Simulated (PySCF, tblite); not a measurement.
# C₅H₆ClFO₂: dynamics, then NMR shifts on frames

How do NMR shifts of C₅H₆ClFO₂ (`O=C1C[C@@H](Cl)C[C@H](F)O1`) change as the atoms move?

The runs use tblite 0.8.0 and PySCF 2.14.0, with density-fitted response routines of our own; the level of theory stands in each step. All values are computed, except where a source is named. Atoms are numbered from 0 throughout.

## Step 1: Starting geometry

15 atoms, charge 0, multiplicity 1; geometry from: GFN2-xTB.

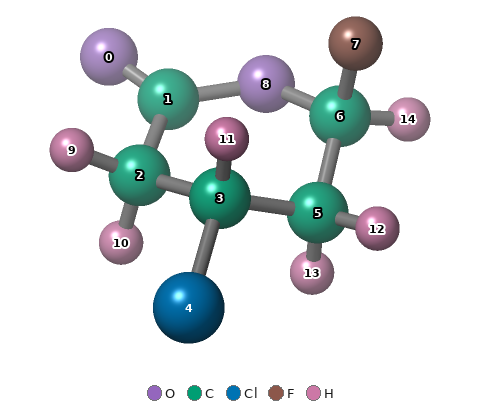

The starting geometry (oxygen purple, carbon teal, chlorine blue, fluorine brown, hydrogen pink), atoms numbered.

## Step 2: Thermal motion with GFN2-xTB

The job: settings as JSON, then the geometry in Å.

```
{"job": {"kind": "md", "xc": "GFN2-xTB", "basis": "xTB", "temperature": 300, "steps": 2000, "every": 50, "frames": 5}, "charge": 0, "multiplicity": 1}
O     -1.341872     2.518215    -0.425350
C     -0.717058     1.513398    -0.277157
C     -1.375440     0.152065    -0.131131
C     -0.473753    -0.921729     0.452238
Cl    -1.214970    -2.538282     0.209453
C      0.883585    -0.860584    -0.231500
C      1.458542     0.523066     0.046179
F      1.690015     0.631231     1.400753
O      0.640166     1.575671    -0.333017
H     -2.285030     0.280513     0.457751
H     -1.683654    -0.137781    -1.141954
H     -0.358405    -0.799469     1.532596
H      1.562735    -1.613461     0.167632
H      0.781368    -1.004258    -1.307978
H      2.429356     0.689393    -0.440425
```

With the program's defaults for keys left out, this is: GFN2-xTB Langevin dynamics, gas phase.

The run is started by

```bash
$ OMP_NUM_THREADS=1 python probes_run.py task.json out
```

The driver reads the jobs from task.json and runs them one after another.

The program printed:

```text
t/fs     T/K      E/eV
    0.0   239.3   -849.08740
   25.0   122.9   -848.70284
   50.0   213.8   -848.76786
   75.0   212.9   -848.82624
  100.0   197.6   -848.75303
  125.0   141.3   -848.79384
  150.0   192.2   -848.72155
  175.0   309.9   -848.77921
  200.0   191.2   -848.45758
  225.0   259.7   -848.52078
  250.0   248.3   -848.54675
  275.0   283.1   -848.58858
  300.0   250.5   -848.54734
  325.0   269.1   -848.52677
  350.0   274.3   -848.56520
  375.0   290.1   -848.63146
  400.0   289.5   -848.42909
  425.0   343.9   -848.56908
  450.0   393.2   -848.63711
  475.0   341.6   -848.61207
  500.0   196.3   -848.39867
  525.0   342.8   -848.50924
  550.0   391.7   -848.57505
  575.0   297.4   -848.41828
  600.0   245.8   -848.45998
  625.0   389.3   -848.67677
  650.0   322.9   -848.60887
  675.0   380.8   -848.62636
  700.0   321.6   -848.55279
  725.0   240.0   -848.52307
  750.0   326.3   -848.53223
  775.0   385.4   -848.63180
  800.0   300.3   -848.43142
  825.0   391.4   -848.62162
  850.0   240.9   -848.54067
  875.0   281.1   -848.72915
  900.0   204.9   -848.57935
  925.0   319.5   -848.59991
  950.0   381.9   -848.67854
  975.0   303.4   -848.61252
 1000.0   248.4   -848.54354
```

Wall time 13 s (1 thread, shared host).

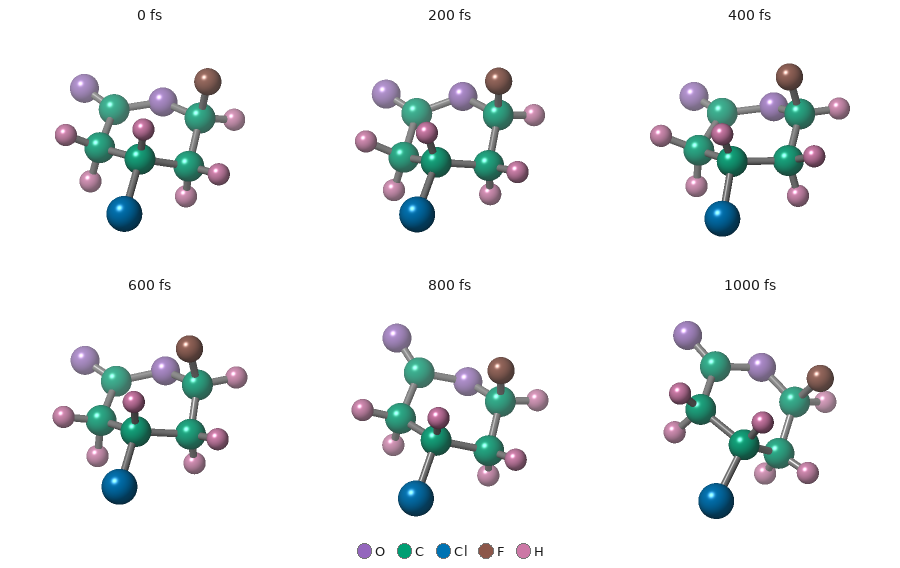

Frames of the run.

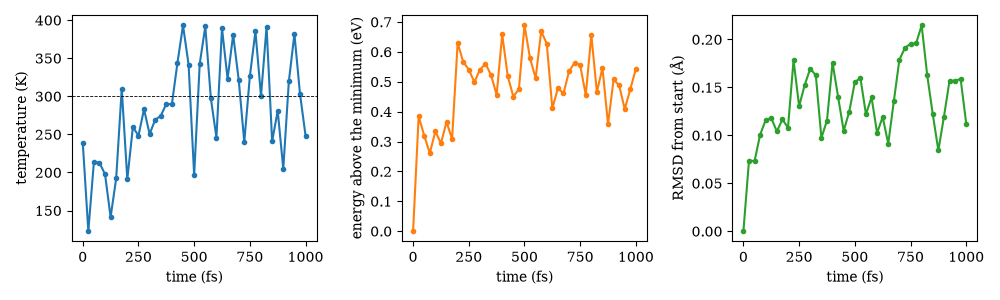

Temperature, potential energy and distance from the start.

Positions (Å) and forces (eV/Å) at 1000 fs:

```xyz
15

O    -1.289    2.928    0.616   -0.334    0.173    0.314
C    -0.718    1.918    0.361   -0.259   -0.619   -0.293
C    -1.384    0.541    0.330   -0.325   -0.465   -0.050
C    -0.430   -0.696    0.081   -1.943    2.070    0.528
Cl   -1.454   -2.046   -0.475    0.255   -0.152    0.331
C     0.603   -0.333   -0.943   -0.470    0.944    0.636
C     1.270    0.899   -0.380    3.285    0.195    0.407
F     1.910    0.568    0.868   -0.209   -0.481   -0.789
O     0.568    1.996   -0.050   -0.661    0.563   -0.592
H    -1.979    0.416    1.282    0.561    0.081   -1.006
H    -2.095    0.582   -0.525    0.176    0.073    0.539
H     0.061   -0.805    1.041    0.064   -1.016    0.143
H     1.239   -1.159   -0.940    1.595   -1.063   -0.355
H     0.260   -0.146   -1.943   -0.470    0.153   -0.349
H     2.185    1.256   -1.000   -1.266   -0.455    0.536
```

## Step 3: Nuclear shieldings: 250 fs, PBE0/pcSseg-1

The job: settings as JSON, then the geometry in Å.

```
{"job": {"kind": "nmr", "xc": "PBE0", "basis": "pcSseg-1", "pop": false}, "charge": 0, "multiplicity": 1}
O     -1.483200     2.440100    -0.980400
C     -0.925900     1.434600    -0.628900
C     -1.619400     0.142900    -0.520000
C     -0.881600    -0.807800     0.396500
Cl    -1.540400    -2.405800     0.289600
C      0.550300    -0.892600    -0.015400
C      1.098700     0.485200     0.334800
F      1.181800     0.569100     1.693200
O      0.334000     1.527800    -0.067100
H     -2.612600     0.325300    -0.260900
H     -1.795000    -0.241400    -1.541200
H     -1.018300    -0.551500     1.457600
H      1.164900    -1.535000     0.583600
H      0.753800    -1.125500    -1.081300
H      2.190300     0.687200    -0.026700
```

With the program's defaults for keys left out, this is: GIAO PBE0/pcSseg-1 NMR shielding, non-relativistic, gas phase.

The program printed:

```text
coarse grid: 14032 points
cycle   1  E = -903.6508440211  dE =  1.795e+00  |g| = 1.053e+00  |ddm| = 3.589e+00
cycle   2  E = -903.1078091791  dE =  5.430e-01  |g| = 2.011e+00  |ddm| = 2.323e+00
cycle   3  E = -903.8365626750  dE = -7.288e-01  |g| = 3.384e-01  |ddm| = 1.766e+00
cycle   4  E = -903.8564304619  dE = -1.987e-02  |g| = 9.862e-02  |ddm| = 2.837e-01
cycle   5  E = -903.8578511869  dE = -1.421e-03  |g| = 3.004e-02  |ddm| = 7.356e-02
cycle   6  E = -903.8580331079  dE = -1.819e-04  |g| = 7.267e-03  |ddm| = 2.595e-02
cycle   7  E = -903.8580420151  dE = -8.907e-06  |g| = 2.615e-03  |ddm| = 6.609e-03
final grid: 134040 points
cycle   8  E = -903.9373554323  dE = -2.758e-05  |g| = 1.549e-02  |ddm| = 3.066e-02
cycle   9  E = -903.9372608435  dE =  9.459e-05  |g| = 2.738e-02  |ddm| = 2.968e-02
cycle  10  E = -903.9373971555  dE = -1.363e-04  |g| = 3.091e-03  |ddm| = 2.009e-02
cycle  11  E = -903.9373987830  dE = -1.627e-06  |g| = 5.940e-04  |ddm| = 2.294e-03
cycle  12  E = -903.9373988408  dE = -5.783e-08  |g| = 1.238e-04  |ddm| = 5.493e-04
cycle  13  E = -903.9373988439  dE = -3.068e-09  |g| = 4.071e-05  |ddm| = 1.358e-04
cycle  14  E = -903.9373988442  dE = -3.165e-10  |g| = 1.200e-05  |ddm| = 4.317e-05
converged SCF energy = -903.9373988442

GIAO shielding tensors (ppm)
atom      isotropic    diamagn.    paramagn.     s11        s22        s33       span
  0 O     -154.405     396.327    -550.732   -470.935   -262.980    270.700    741.635
  1 C       14.901     244.095    -229.193    -95.576     67.021     73.259    168.835
  2 C      147.043     251.619    -104.576    127.096    132.173    181.860     54.764
  3 C      146.877     243.026     -96.149    125.579    144.699    170.354     44.775
  4 Cl     800.582    1145.474    -344.893    618.877    729.658   1053.209    434.332
  5 C      144.142     250.468    -106.326    126.053    145.167    161.206     35.153
  6 C       78.568     239.782    -161.214     58.549     78.779     98.375     39.826
  7 F      301.259     474.598    -173.338    194.316    317.621    391.840    197.524
  8 O       76.874     398.010    -321.137   -123.375    115.600    238.396    361.771
  9 H       29.465      30.049      -0.584     25.128     28.752     34.516      9.388
 10 H       28.941      28.614       0.327     25.462     28.327     33.033      7.570
 11 H       27.175      28.726      -1.552     21.386     27.806     32.332     10.946
 12 H       29.686      30.484      -0.799     26.087     28.724     34.245      8.158
 13 H       29.379      29.752      -0.373     26.351     27.684     34.103      7.752
 14 H       24.307      26.441      -2.133     20.759     22.325     29.839      9.080
```

Run time: 29 s. Hardware: 1 thread, shared host.

Shifts follow as δ = σ(reference) − σ, with reference shieldings (ppm) from runs at the same level and on the same kind of geometry: 1H TMS 31.72, 13C TMS 186.9, 19F CFCl3 170.9, 17O H2O 336.1, 35Cl HCl 950. The references are single molecules in the gas phase, so shifts against H2O, NH3, PH3, H3PO4 or CFCl3 are not on the usual liquid scales and can be off by tens of ppm. Each atom is listed at this fixed geometry, with no averaging over motion; a spectrum would average atoms that exchange fast.

```csv
atoms,environment,σ (ppm),δ (ppm)
C1,ester carbonyl carbon,14.9,172.0
C6,sp3 CH bonded to F and O,78.6,108.4
C5,sp3 CH2 in a ring,144.1,42.8
C3,sp3 CH bonded to Cl,146.9,40.0
C2,sp3 CH2 α to a carbonyl,147.0,39.9
H14,hydrogen on an sp3 CH bonded to F and O,24.31,7.41
H11,hydrogen on an sp3 CH bonded to Cl,27.17,4.54
H10,hydrogen on an sp3 CH2 α to a carbonyl,28.94,2.78
H13,hydrogen on an sp3 CH2 in a ring,29.38,2.34
H9,hydrogen on an sp3 CH2 α to a carbonyl,29.47,2.25
H12,hydrogen on an sp3 CH2 in a ring,29.69,2.03
O0,ester carbonyl oxygen,-154.4,490.5
O8,ester alkoxy oxygen,76.9,259.2
Cl4,chlorine bonded to C,801,149
F7,fluorine on an sp3 carbon,301.3,-130.3
```

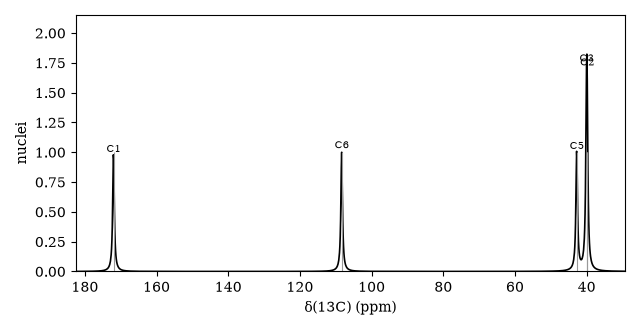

13C lines at the computed shifts, without couplings. Lines are broadened to a width of 0.53 ppm (Lorentzian).

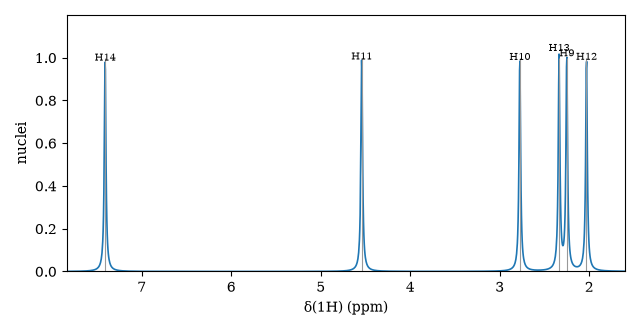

1H lines at the computed shifts, without couplings. Lines are broadened to a width of 0.02 ppm (Lorentzian).

Ring of atoms C1, C2, C3, C5, C6, O8: NICS(0) -2.3, NICS(1) -2.9, NICS(1)zz 0.8 ppm (means of both faces).

The fields below are evaluated on a grid from the run's orbitals.

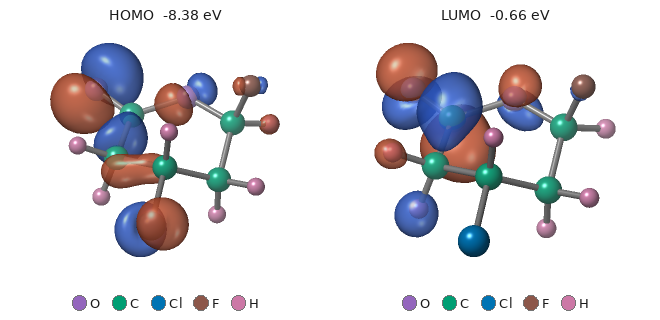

PBE0/pcSseg-1 orbitals near the gap, drawn at the value that encloses 70 % of each; the two colours are the two signs.

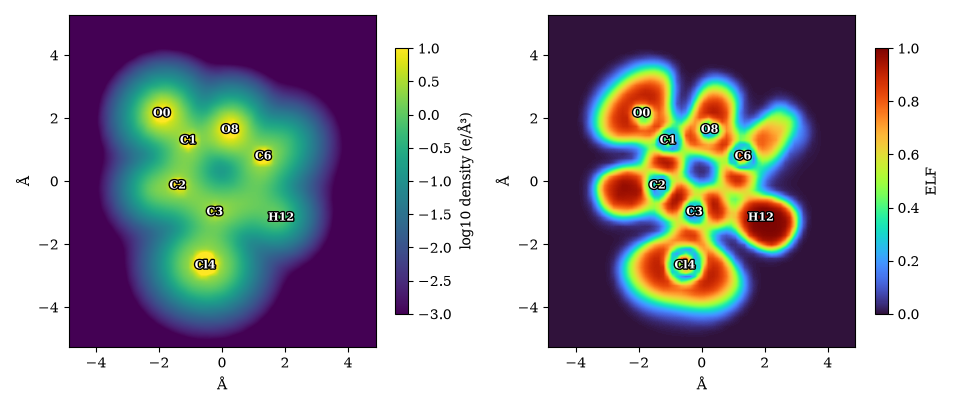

Density (left) and ELF (right) in a plane through or near 8 of the atoms.

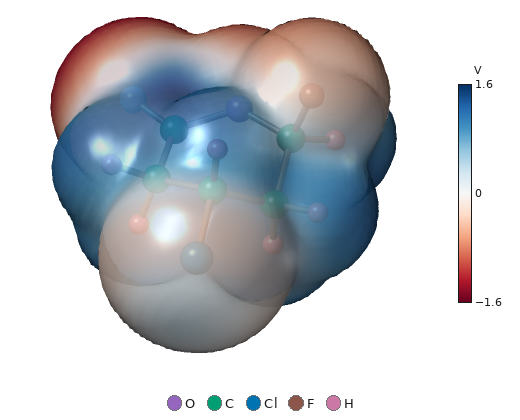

The potential that a unit positive charge feels on the 0.002 e/bohr³ surface, from the 1st to the 99th percentile, from -1.60 V near O0 to 1.53 V near H13.

## Step 4: NMR shieldings: 425 fs, PBE0/pcSseg-1

The job: settings as JSON, then the geometry in Å.

```
{"job": {"kind": "nmr", "xc": "PBE0", "basis": "pcSseg-1", "pop": false}, "charge": 0, "multiplicity": 1}
O     -1.257700     2.553300    -0.620100
C     -0.784300     1.494400    -0.321700
C     -1.592200     0.179200    -0.213900
C     -0.886500    -0.974600     0.557600
Cl    -1.663700    -2.686100     0.107300
C      0.557000    -1.020500     0.185600
C      1.116200     0.396200     0.536000
F      0.986500     0.786500     1.856500
O      0.560000     1.436700    -0.189200
H     -2.523300     0.487600     0.346400
H     -1.801600    -0.229400    -1.193700
H     -1.107900    -0.849600     1.577700
H      1.182800    -1.761100     0.742400
H      0.698500    -1.272000    -0.896800
H      2.169700     0.432300     0.344000
```

Method: GIAO PBE0/pcSseg-1 NMR shielding, non-relativistic, gas phase.

The program printed:

```text
coarse grid: 14032 points
cycle   1  E = -903.6398408033  dE =  1.430e+00  |g| = 1.071e+00  |ddm| = 3.498e+00
cycle   2  E = -903.0084078242  dE =  6.314e-01  |g| = 2.122e+00  |ddm| = 2.385e+00
cycle   3  E = -903.8396344208  dE = -8.312e-01  |g| = 3.177e-01  |ddm| = 1.806e+00
cycle   4  E = -903.8566722479  dE = -1.704e-02  |g| = 1.096e-01  |ddm| = 2.673e-01
cycle   5  E = -903.8584663602  dE = -1.794e-03  |g| = 2.959e-02  |ddm| = 7.488e-02
cycle   6  E = -903.8586507349  dE = -1.844e-04  |g| = 7.925e-03  |ddm| = 2.701e-02
cycle   7  E = -903.8586616764  dE = -1.094e-05  |g| = 2.761e-03  |ddm| = 7.236e-03
cycle   8  E = -903.8586630006  dE = -1.324e-06  |g| = 6.620e-04  |ddm| = 2.494e-03
final grid: 134040 points
cycle   9  E = -903.9399082521  dE = -3.058e-05  |g| = 1.411e-02  |ddm| = 2.712e-02
cycle  10  E = -903.9398370898  dE =  7.116e-05  |g| = 2.406e-02  |ddm| = 2.575e-02
cycle  11  E = -903.9399430318  dE = -1.059e-04  |g| = 2.902e-03  |ddm| = 1.741e-02
cycle  12  E = -903.9399444551  dE = -1.423e-06  |g| = 7.057e-04  |ddm| = 2.213e-03
cycle  13  E = -903.9399445362  dE = -8.113e-08  |g| = 1.481e-04  |ddm| = 5.890e-04
cycle  14  E = -903.9399445404  dE = -4.181e-09  |g| = 5.070e-05  |ddm| = 1.719e-04
cycle  15  E = -903.9399445408  dE = -4.436e-10  |g| = 1.445e-05  |ddm| = 3.967e-05
converged SCF energy = -903.9399445408

GIAO shielding tensors (ppm)
atom      isotropic    diamagn.    paramagn.     s11        s22        s33       span
  0 O     -164.411     396.370    -560.782   -469.111   -288.201    264.078    733.190
  1 C       16.905     245.674    -228.769    -89.498     66.705     73.509    163.007
  2 C      138.616     250.112    -111.496    117.049    137.847    160.952     43.903
  3 C      111.739     246.147    -134.407     64.716    100.558    169.945    105.229
  4 Cl     628.979    1145.482    -516.503    341.859    461.312   1083.766    741.906
  5 C      142.240     249.372    -107.133    119.289    142.240    165.190     45.901
  6 C       77.664     241.362    -163.698     49.714     76.723    106.556     56.842
  7 F      311.002     474.828    -163.826    196.335    327.091    409.581    213.247
  8 O       73.633     398.479    -324.846    -98.971     86.460    233.411    332.382
  9 H       27.419      27.239       0.180     23.049     27.213     31.996      8.946
 10 H       28.682      28.537       0.146     23.908     29.878     32.260      8.352
 11 H       27.203      30.354      -3.151     23.865     27.139     30.605      6.740
 12 H       28.233      28.567      -0.334     24.641     27.167     32.892      8.251
 13 H       28.579      29.432      -0.853     25.474     27.789     32.472      6.998
 14 H       26.013      29.122      -3.109     23.527     24.254     30.257      6.730
```

Wall time 23 s (1 thread, shared host).

In short: δ C1 170.0, C6 109.3, C3 75.2, C2 48.3, H14 5.70, H11 4.51 ppm.

## Step 5: Nuclear shieldings: 625 fs, PBE0/pcSseg-1

The job: settings as JSON, then the geometry in Å.

```
{"job": {"kind": "nmr", "xc": "PBE0", "basis": "pcSseg-1", "pop": false}, "charge": 0, "multiplicity": 1}
O     -1.531100     2.821900    -0.415400
C     -0.948800     1.817100    -0.200600
C     -1.649200     0.467200    -0.223800
C     -0.862400    -0.606000     0.446300
Cl    -1.734500    -2.130500     0.031100
C      0.527000    -0.542000    -0.104700
C      1.082800     0.820800     0.369400
F      0.926500     0.852900     1.708900
O      0.392700     1.877800    -0.193900
H     -2.636300     0.511400     0.247200
H     -1.883100     0.111700    -1.207100
H     -0.875800    -0.555800     1.566000
H      1.119400    -1.376800     0.326900
H      0.597200    -0.600900    -1.223700
H      2.177800     1.073000     0.238300
```

With the program's defaults for keys left out, this is: GIAO PBE0/pcSseg-1 NMR shielding, non-relativistic, gas phase.

The program printed:

```text
coarse grid: 14032 points
cycle   1  E = -903.6568489293  dE =  1.723e+00  |g| = 1.053e+00  |ddm| = 3.571e+00
cycle   2  E = -903.1457022905  dE =  5.111e-01  |g| = 1.969e+00  |ddm| = 2.254e+00
cycle   3  E = -903.8461382672  dE = -7.004e-01  |g| = 3.025e-01  |ddm| = 1.694e+00
cycle   4  E = -903.8618626186  dE = -1.572e-02  |g| = 9.476e-02  |ddm| = 2.498e-01
cycle   5  E = -903.8631746859  dE = -1.312e-03  |g| = 2.793e-02  |ddm| = 6.728e-02
cycle   6  E = -903.8633305066  dE = -1.558e-04  |g| = 7.175e-03  |ddm| = 2.431e-02
cycle   7  E = -903.8633391310  dE = -8.624e-06  |g| = 2.424e-03  |ddm| = 6.514e-03
final grid: 134040 points
cycle   8  E = -903.9431010248  dE = -2.994e-05  |g| = 1.505e-02  |ddm| = 3.406e-02
cycle   9  E = -903.9430147082  dE =  8.632e-05  |g| = 2.623e-02  |ddm| = 2.873e-02
cycle  10  E = -903.9431412276  dE = -1.265e-04  |g| = 2.651e-03  |ddm| = 1.931e-02
cycle  11  E = -903.9431423908  dE = -1.163e-06  |g| = 6.410e-04  |ddm| = 1.981e-03
cycle  12  E = -903.9431424589  dE = -6.813e-08  |g| = 1.173e-04  |ddm| = 5.511e-04
cycle  13  E = -903.9431424616  dE = -2.732e-09  |g| = 3.931e-05  |ddm| = 1.430e-04
cycle  14  E = -903.9431424619  dE = -2.728e-10  |g| = 1.132e-05  |ddm| = 3.043e-05
converged SCF energy = -903.9431424619

GIAO shielding tensors (ppm)
atom      isotropic    diamagn.    paramagn.     s11        s22        s33       span
  0 O     -168.147     394.866    -563.013   -494.899   -288.253    278.710    773.609
  1 C       20.760     242.372    -221.612    -86.311     72.726     75.866    162.178
  2 C      141.087     251.630    -110.543    120.761    127.696    174.804     54.043
  3 C      129.696     245.969    -116.273     96.825    126.365    165.899     69.074
  4 Cl     731.124    1146.446    -415.322    485.441    649.102   1058.830    573.389
  5 C      141.350     246.792    -105.442    124.889    139.962    159.198     34.309
  6 C       79.113     242.857    -163.744     60.441     81.045     95.854     35.412
  7 F      314.330     475.739    -161.409    225.899    309.995    407.095    181.196
  8 O       86.919     398.094    -311.175    -81.150    105.892    236.015    317.165
  9 H       28.429      28.772      -0.342     23.871     28.202     33.215      9.344
 10 H       29.310      29.902      -0.591     25.248     30.387     32.296      7.048
 11 H       26.448      28.957      -2.508     20.851     27.140     31.353     10.502
 12 H       28.596      29.076      -0.480     24.925     27.157     33.705      8.780
 13 H       29.125      29.043       0.083     25.970     27.680     33.726      7.757
 14 H       24.721      27.273      -2.552     21.142     22.988     30.033      8.891
```

Wall time 23 s (1 thread, shared host).

Key values: δ C1 166.2, C6 107.8, C3 57.2, C2 45.8, H14 7.00, H11 5.27 ppm.

[end of part 1 of 2]
